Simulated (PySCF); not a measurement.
# CoOH: frequency calculation

System: CoOH.
Method: RKS-based PBE0, Co def2-TZVP, O def2-TZVP, H def2-TZVP; non-relativistic Hamiltonian; density fitting (PySCF 2.14.0).

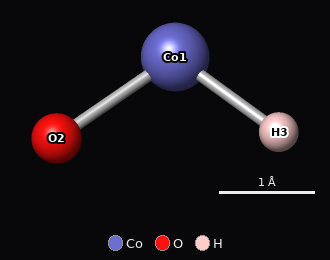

The structure (ball-and-stick view, seen at a tilt; atoms are numbered from 1 in the order of the input). Sticks mark near contacts.

**Input**
```python
from pyscf import gto, scf, dft
mol = gto.M(atom='''
Co     0.239051     0.000000    -0.217479
O     -0.967858     0.000000     0.758719
H      1.379562     0.000000     0.684866''',
    basis={'Co': 'def2-TZVP', 'O': 'def2-TZVP', 'H': 'def2-TZVP'},
    charge=0, spin=0)
mf = dft.RKS(mol, xc='PBE0')
mf.grids.atom_grid = (75, 302)
aux = {'Co': 'def2-universal-JKFIT', 'O': 'def2-universal-JKFIT', 'H': 'def2-universal-JKFIT'}
mf = mf.density_fit(auxbasis=aux)
mf.conv_tol = 1e-09
mf.diis_space = 10
mf.max_cycle = 60
mf.verbose = 4
mf.kernel()
```

The script is an equivalent of the set-up of the self-consistent field. The run itself was carried out by a driver, which started from the orbitals of the step before it where there was one and computed the further properties.

Machine: 2 threads of Arm Neoverse N1, 98 GiB of memory available, shared host.

Run as:
```bash
OMP_NUM_THREADS=2 python axn.py task.json out
```

**What the program printed**
```
init E= -1458.18046545348
  HOMO = -0.264036379971033  LUMO = -0.139519084922381  gap/eV = 3.38829
cycle= 1 E= -1458.18046545331  delta_E= 1.67e-10  |g|= 3.8e-05  |ddm|= 1.27e-05
  HOMO = -0.264039509356223  LUMO = -0.139525453987626  gap/eV = 3.38820
cycle= 2 E= -1458.18046544713  delta_E= 6.18e-09  |g|= 0.000233  |ddm|= 7.47e-05
  HOMO = -0.264036906804643  LUMO = -0.139520049342143  gap/eV = 3.38828
cycle= 3 E= -1458.18046545349  delta_E= -6.35e-09  |g|= 7.18e-07  |ddm|= 6.4e-05
  HOMO = -0.264036832596176  LUMO = -0.139519974942027  gap/eV = 3.38828
cycle= 4 E= -1458.18046545349  delta_E= -2.27e-12  |g|= 8.49e-07  |ddm|= 1.67e-06
  HOMO = -0.264036982979086  LUMO = -0.139520067268608  gap/eV = 3.38828
Extra cycle  E= -1458.18046545349  delta_E= 2.27e-13  |g|= 3.37e-06  |ddm|= 2.18e-06
converged SCF energy = -1458.18046545349
```

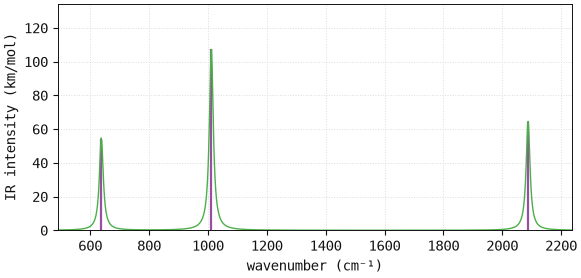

Harmonic infrared spectrum, unscaled: sticks (degenerate modes added up, dark ones marked on the axis) with a Lorentzian envelope of 16 cm⁻¹ full width, scaled to the tallest stick. 3 modes from 638 to 2088 cm⁻¹, none imaginary. The strongest line is at 1011 cm⁻¹ (107 km/mol). All modes, in cm⁻¹ (km/mol): 638 (54), 1011 (107), 2088 (64).

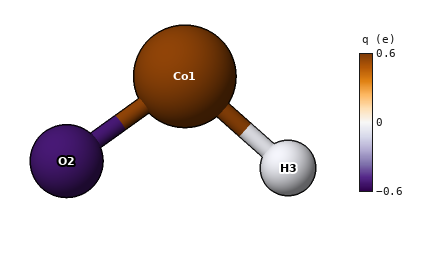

Mulliken charges, as the colour of each atom (ball-and-stick view, seen on its broad side; atoms are numbered from 1 in the order of the input). By element: Co +0.57, O −0.52 and H −0.05 e.

**Key numbers**

```csv
quantity,value
outcome,converged
total energy,−1458.180465 hartree
HOMO,−7.18 eV
LUMO,−3.80 eV
zero-point energy,0.008513 hartree
dipole moment,3.69 D
"wavenumbers, lowest and highest",638 and 2088 cm⁻¹
wall time,33 s (CPU time 57 s)
peak memory,0.78 GiB
```
